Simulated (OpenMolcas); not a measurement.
**Multiconfigurational calculation, with input and output: Rh⁴⁺**

Rh⁴⁺. Computed at this level: state-averaged SS-RASPT2, IPEA shift 0.25, imaginary shift 0.1 hartree, closed shells 4s correlated, active space 11 electrons in the shells 4p 4d; RAS1 4p with at most 2 holes, basis ANO-R2, X2C scalar Hamiltonian, spin-orbit coupling by RASSI with atomic mean-field integrals (OpenMolcas).

## Output (extracts)
```
--- CASPT2 ---
Orbital specifications:
      -----------------------

      Symmetry species                           1   2
                                                ag  au
      Frozen orbitals                            8   6
      Inactive orbitals                          1   0
      Active orbitals                            5   3
      Secondary orbitals                        22  20
      Deleted orbitals                           0   0
      Number of basis functions                 36  29
Type of calculation                        SS-CASPT2
      Fock operator                              state-specific
      IPEA shift                                 0.25
      Real shift                                 0.00
      Imaginary shift                            0.10
      The input orbitals will be transformed to quasi-canonical
Reference energy:       -4777.7846626964
      E2 (Non-variational):      -0.3389616340
      Shift correction:          -0.0000907547
      E2 (Variational):          -0.3390523887
      Total energy:           -4778.1237150850
      Residual norm:              0.0000001135
      Reference weight:           0.95096
      Contributions to the CASPT2 correlation energy
      Active & Virtual Only:         -0.2823989171
      One Inactive Excited:          -0.0524375831
      Two Inactive Excited:          -0.0041251338
::    CASPT2 Root  1     Total energy:  -4778.12371509
--- CASPT2 ---
Orbital specifications:
      -----------------------

      Symmetry species                           1   2
                                                ag  au
      Frozen orbitals                            8   6
      Inactive orbitals                          1   0
      Active orbitals                            5   3
      Secondary orbitals                        22  20
      Deleted orbitals                           0   0
      Number of basis functions                 36  29
Type of calculation                        MS-CASPT2
      Fock operator                              state-specific
      IPEA shift                                 0.25
      Real shift                                 0.00
      Imaginary shift                            0.10
      The input orbitals will be transformed to quasi-canonical
Reference energy:       -4777.6425279275
      E2 (Non-variational):      -0.3579763555
      Shift correction:          -0.0001018267
      E2 (Variational):          -0.3580781822
      Total energy:           -4778.0006061097
      Residual norm:              0.0000000562
      Reference weight:           0.94736
      Contributions to the CASPT2 correlation energy
      Active & Virtual Only:         -0.3002440302
      One Inactive Excited:          -0.0535860826
      Two Inactive Excited:          -0.0041462427
Reference energy:       -4777.6425279275
      E2 (Non-variational):      -0.3579689895
      Shift correction:          -0.0001016881
      E2 (Variational):          -0.3580706776
      Total energy:           -4778.0005986052
      Residual norm:              0.0000000585
      Reference weight:           0.94737
      Contributions to the CASPT2 correlation energy
      Active & Virtual Only:         -0.3002364218
      One Inactive Excited:          -0.0535863252
      Two Inactive Excited:          -0.0041462425
::    CASPT2 Root  1     Total energy:  -4778.00060611
::    CASPT2 Root  2     Total energy:  -4778.00059861
::    CASPT2 Root  3     Total energy:  -4778.00048124
::    CASPT2 Root  4     Total energy:  -4778.00071960
::    CASPT2 Root  5     Total energy:  -4778.00056075
::    CASPT2 Root  6     Total energy:  -4778.00075043
::    CASPT2 Root  7     Total energy:  -4778.00066554
::    CASPT2 Root  8     Total energy:  -4778.00060288
::    CASPT2 Root  9     Total energy:  -4778.00062017
::    CASPT2 Root 10     Total energy:  -4777.98006128
::    CASPT2 Root 11     Total energy:  -4777.98007374
::    CASPT2 Root 12     Total energy:  -4777.98007055
::    CASPT2 Root 13     Total energy:  -4777.97630085
::    CASPT2 Root 14     Total energy:  -4777.97623293
::    CASPT2 Root 15     Total energy:  -4777.97629834
::    CASPT2 Root 16     Total energy:  -4777.97628976
::    CASPT2 Root 17     Total energy:  -4777.97617829
::    CASPT2 Root 18     Total energy:  -4777.92181807
::    CASPT2 Root 19     Total energy:  -4777.92236666
::    CASPT2 Root 20     Total energy:  -4777.92262933
::    CASPT2 Root 21     Total energy:  -4777.92195819
::    CASPT2 Root 22     Total energy:  -4777.92219419
::    CASPT2 Root 23     Total energy:  -4777.92277481
::    CASPT2 Root 24     Total energy:  -4777.92229957
::    MS-CASPT2 Root  1     Total energy:  -4778.00125602
::    MS-CASPT2 Root  2     Total energy:  -4778.00109365
::    MS-CASPT2 Root  3     Total energy:  -4778.00097549
::    MS-CASPT2 Root  4     Total energy:  -4778.00077257
::    MS-CASPT2 Root  5     Total energy:  -4778.00068950
::    MS-CASPT2 Root  6     Total energy:  -4778.00043050
--- CASPT2 ---
Orbital specifications:
      -----------------------

      Symmetry species                           1   2
                                                ag  au
      Frozen orbitals                            8   6
      Inactive orbitals                          1   0
      Active orbitals                            5   3
      Secondary orbitals                        22  20
      Deleted orbitals                           0   0
      Number of basis functions                 36  29
Type of calculation                        MS-CASPT2
      Fock operator                              state-specific
      IPEA shift                                 0.25
      Real shift                                 0.00
      Imaginary shift                            0.10
      The input orbitals will be transformed to quasi-canonical
Reference energy:       -4777.5755486523
      E2 (Non-variational):      -0.3677061992
      Shift correction:          -0.0001017338
      E2 (Variational):          -0.3678079330
      Total energy:           -4777.9433565853
      Residual norm:              0.0000000330
      Reference weight:           0.94613
      Contributions to the CASPT2 correlation energy
      Active & Virtual Only:         -0.3104740992
      One Inactive Excited:          -0.0530755355
      Two Inactive Excited:          -0.0041565646
Reference energy:       -4777.5755486523
      E2 (Non-variational):      -0.3680573663
      Shift correction:          -0.0001023220
      E2 (Variational):          -0.3681596883
      Total energy:           -4777.9437083406
      Residual norm:              0.0000000333
      Reference weight:           0.94599
      Contributions to the CASPT2 correlation energy
      Active & Virtual Only:         -0.3108209116
      One Inactive Excited:          -0.0530798902
      Two Inactive Excited:          -0.0041565645
::    CASPT2 Root  1     Total energy:  -4777.94335659
::    CASPT2 Root  2     Total energy:  -4777.94370834
::    CASPT2 Root  3     Total energy:  -4777.94321136
::    CASPT2 Root  4     Total energy:  -4777.94352563
::    CASPT2 Root  5     Total energy:  -4777.94347989
::    CASPT2 Root  6     Total energy:  -4777.94313354
::    CASPT2 Root  7     Total energy:  -4777.94345440
::    CASPT2 Root  8     Total energy:  -4777.94322993
::    CASPT2 Root  9     Total energy:  -4777.94375632
::    CASPT2 Root 10     Total energy:  -4777.94321888
::    CASPT2 Root 11     Total energy:  -4777.94373761
::    CASPT2 Root 12     Total energy:  -4777.94355690
::    CASPT2 Root 13     Total energy:  -4777.94317280
::    CASPT2 Root 14     Total energy:  -4777.92235280
::    CASPT2 Root 15     Total energy:  -4777.92235146
::    CASPT2 Root 16     Total energy:  -4777.92234722
::    CASPT2 Root 17     Total energy:  -4777.92234690
::    CASPT2 Root 18     Total energy:  -4777.92235114
::    CASPT2 Root 19     Total energy:  -4777.91705170
::    CASPT2 Root 20     Total energy:  -4777.91718952
::    CASPT2 Root 21     Total energy:  -4777.91724136
::    CASPT2 Root 22     Total energy:  -4777.91710435
::    CASPT2 Root 23     Total energy:  -4777.91713685
::    CASPT2 Root 24     Total energy:  -4777.91721720
::    CASPT2 Root 25     Total energy:  -4777.91698756
::    CASPT2 Root 26     Total energy:  -4777.90300493
::    CASPT2 Root 27     Total energy:  -4777.90289355
::    CASPT2 Root 28     Total energy:  -4777.90300822
::    CASPT2 Root 29     Total energy:  -4777.90300129
::    CASPT2 Root 30     Total energy:  -4777.90312586
```

## Spin-orbit levels, grouped by J and assigned

| Configuration | Level | E (cm⁻¹) | LS purity (%) | Landé g |
| --- | --- | --- | --- | --- |
| 4d⁵ | ⁶S₅/₂ | 0 | 99 | 1.997 |
| 4d⁵ | ⁴G₅/₂ | 26,580 | 94 | 0.597 |
| 4d⁵ | ⁴G₇/₂ | 26,940 | 97 | 0.991 |
| 4d⁵ | ⁴G₁₁/₂ | 27,060 | 98 | 1.270 |
| 4d⁵ | ⁴G₉/₂ | 27,160 | 99 | 1.172 |
| 4d⁵ | J = 5/2 (even, mixed) | 29,330 | 54 | 1.475 |
| 4d⁵ | ⁴P₃/₂ | 29,950 | 57 | 1.499 |
| 4d⁵ | ⁴P₁/₂ | 30,910 | 70 | 1.874 |
| 4d⁵ | ⁴D₇/₂ | 32,270 | 96 | 1.418 |
| 4d⁵ | ⁴D₁/₂ | 33,480 | 70 | 0.788 |
| 4d⁵ | ⁴D₅/₂ | 34,100 | 57 | 1.445 |
| 4d⁵ | ⁴D₃/₂ | 34,200 | 57 | 1.412 |
| 4d⁵ | ²I₁₁/₂ | 39,200 | 93 | 0.936 |
| 4d⁵ | ²I₁₃/₂ | 39,950 | 100 | 1.077 |
| 4d⁵ | J = 5/2 (even, mixed) | 41,980 | 46 | 1.069 |
| 4d⁵ | J = 3/2 (even, mixed) | 42,830 | 50 | 0.608 |
| 4d⁵ | ⁴F₉/₂ | 43,710 | 77 | 1.279 |
| 4d⁵ | ⁴F₇/₂ | 43,730 | 66 | 1.185 |
| 4d⁵ | ⁴F₅/₂ | 44,670 | 80 | 1.014 |
| 4d⁵ | ²F₇/₂ | 46,120 | 67 | 1.153 |
| 4d⁵ | J = 3/2 (even, mixed) | 46,610 | 50 | 0.612 |
| 4d⁵ | J = 9/2 (even, mixed) | 47,370 | 53 | 1.040 |
| 4d⁵ | ²G₇/₂ | 48,950 | 83 | 0.931 |
| 4d⁵ | J = 5/2 (even, mixed) | 49,370 | 38 | 1.001 |
| 4d⁵ | ²H₁₁/₂ | 49,900 | 92 | 1.081 |
| 4d⁵ | J = 9/2 (even, mixed) | 50,950 | 49 | 1.035 |
| 4d⁵ | ²F₇/₂ | 51,950 | 88 | 1.146 |
| 4d⁵ | ²F₅/₂ | 52,020 | 71 | 0.902 |
| 4d⁵ | ²S₁/₂ | 56,460 | 99 | 2.008 |
| 4d⁵ | ²D₃/₂ | 63,140 | 99 | 0.802 |
| 4d⁵ | ²D₅/₂ | 63,660 | 96 | 1.189 |
| 4d⁵ | ²G₉/₂ | 69,270 | 100 | 1.111 |
| 4d⁵ | ²G₇/₂ | 69,490 | 98 | 0.892 |

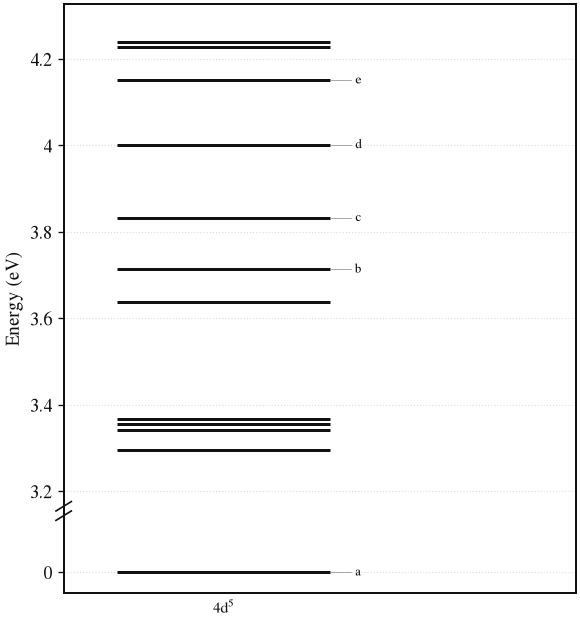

*The lowest computed levels of Rh⁴⁺ (rhodium, Z = 45), 5 of them lettered.*

a: 4d⁵ ⁶S₅/₂ at 0; b: 4d⁵ ⁴P₃/₂ at 3.71 eV; c: 4d⁵ ⁴P₁/₂ at 3.83 eV; d: 4d⁵ ⁴D₇/₂ at 4.00 eV; e: 4d⁵ ⁴D₁/₂ at 4.15 eV.

## Input
```
&GATEWAY
Coord
1

Rh 0.0 0.0 0.0
Basis=ANO-R2
Group=XYZ
NoMove
AngMom=0.0 0.0 0.0
AMFI
&SEWARD
&RASSCF
FileOrb=start.orb
Symmetry=1
Spin=6
nActEl=5 0 0
Inactive=9 9
Ras2=5 0
CIRoot=1 1 1
SDav=1
CIMx=300
Iter=120 100
PrWF=0.3
OrbListing=Nothing
MaxOrb=0
Atom
>>> COPY $Project.JobIph JOBPRE
&RASSCF
FileOrb=start.orb
Symmetry=1
Spin=6
nActEl=11 2 0
Inactive=9 6
Ras1=0 3
Ras2=5 0
CIRoot=1 1 1
SDav=31
CIMx=300
Iter=120 100
PrWF=0.3
OrbListing=Nothing
MaxOrb=0
Thrs=2.0e-7 1.0e-1 5.0e-4
Atom
>>> COPY $Project.JobIph JOB001
&RASSCF
FileOrb=start.orb
Symmetry=1
Spin=4
nActEl=11 2 0
Inactive=9 6
Ras1=0 3
Ras2=5 0
CIRoot=24 24 1
SDav=234
CIMx=300
Iter=120 100
PrWF=0.3
OrbListing=Nothing
MaxOrb=0
Thrs=2.0e-7 1.0e-1 5.0e-4
Atom
>>> COPY $Project.JobIph JOB002
&RASSCF
FileOrb=start.orb
Symmetry=1
Spin=2
nActEl=11 2 0
Inactive=9 6
Ras1=0 3
Ras2=5 0
CIRoot=67 67 1
SDav=465
CIMx=300
Iter=120 100
PrWF=0.3
OrbListing=Nothing
MaxOrb=0
Thrs=2.0e-7 1.0e-1 5.0e-4
Atom
>>> COPY $Project.JobIph JOB003
&RASSI
NrOfJobIphs=3 1 24 67
1
1 2 3 4 5 6 7 8 9 10 11 12 13 14 15 16 17 18 19 20 21 22 23 24
1 2 3 4 5 6 7 8 9 10 11 12 13 14 15 16 17 18 19 20 21 22 23 24 25 26 27
28 29 30 31 32 33 34 35 36 37 38 39 40 41 42 43 44 45 46 47 48 49 50 51
52 53 54 55 56 57 58 59 60 61 62 63 64 65 66 67
IphNames
JOB001
JOB002
JOB003
EJob
SpinOrbit
DIPRint=1.0
SOCoupling=1000.0
Subsets=2
MEES
Property=10
'ANGMOM' 1 'ANGMOM' 2 'ANGMOM' 3 'MLTPL  1' 1 'MLTPL  1' 2 'MLTPL  1' 3
'AMFI' 1 'AMFI' 2 'AMFI' 3 'MLTPL  2' 6
SOProperty=3
'ANGMOM' 1 'ANGMOM' 2 'ANGMOM' 3
>>> COPY JOB001 $Project.JobIph
&CASPT2
Multistate=1 1
Frozen=8 6
IPEA=0.25
Imaginary=0.1
MaxIter=60
WThr=0.0 0.3 0.05
PrWF=0.5
NoMix
>>> COPY JOB002 $Project.JobIph
&CASPT2
Multistate=24 1 2 3 4 5 6 7 8 9 10 11 12 13 14 15 16 17 18 19 20 21 22
23 24
Frozen=8 6
IPEA=0.25
Imaginary=0.1
MaxIter=60
WThr=0.0 0.3 0.05
PrWF=0.5
NoMix
>>> COPY JOB003 $Project.JobIph
&CASPT2
Multistate=67 1 2 3 4 5 6 7 8 9 10 11 12 13 14 15 16 17 18 19 20 21 22
23 24 25 26 27 28 29 30 31 32 33 34 35 36 37 38 39 40 41 42 43 44 45 46
47 48 49 50 51 52 53 54 55 56 57 58 59 60 61 62 63 64 65 66 67
Frozen=8 6
IPEA=0.25
Imaginary=0.1
MaxIter=60
WThr=0.0 0.3 0.05
PrWF=0.5
NoMix
```

The file start.orb holds starting orbitals from an earlier step. A driver script formed the levels outside the program, from RASSI's spin-orbit matrix and the CASPT2 energies (for multi-state variants, the effective Hamiltonian), averaged over the components of each term or state. The log and the time are those of the CASPT2 step.

Command:
```bash
OMP_NUM_THREADS=1 MOLCAS_MEM=1689 MOLCAS_PROJECT=a pymolcas a.inp > a.log  # once for each step of the input, in one work folder
```

## Summary

- outcome: converged; degenerate states are split by up to 237 cm⁻¹
- lowest level: 4d⁵ ⁶S₅/₂
- first excited level: 4d⁵ ⁴G₅/₂, 26,585 cm⁻¹
- energy of the lowest spin-free term: −4778.12372 hartree
- energy of the lowest spin-orbit level: −4778.12545 hartree
- CASPT2 correlation energy: −0.3391 hartree
- largest spread among components of a term: 237.1 cm⁻¹
- lowest reference weight: 0.944
- hardware: 1 thread of Intel Xeon @ 2.50GHz (Skylake/Cascade Lake), 64 GiB of memory available, shared host
- wall time: 1.8 min
- peak memory: 0.35 GiB

## Remarks

The components of ²G, which symmetry makes degenerate, are split by 237 cm⁻¹ in CASPT2, and those of 8 more by over 50 cm⁻¹. This is an artefact; the levels of such states rest on averages and are uncertain by about as much. The run is of multi-state type; this report uses its single-state energies. Limits: extra active shells serve correlation only, their own levels not computed; only configurations of the active space are included.
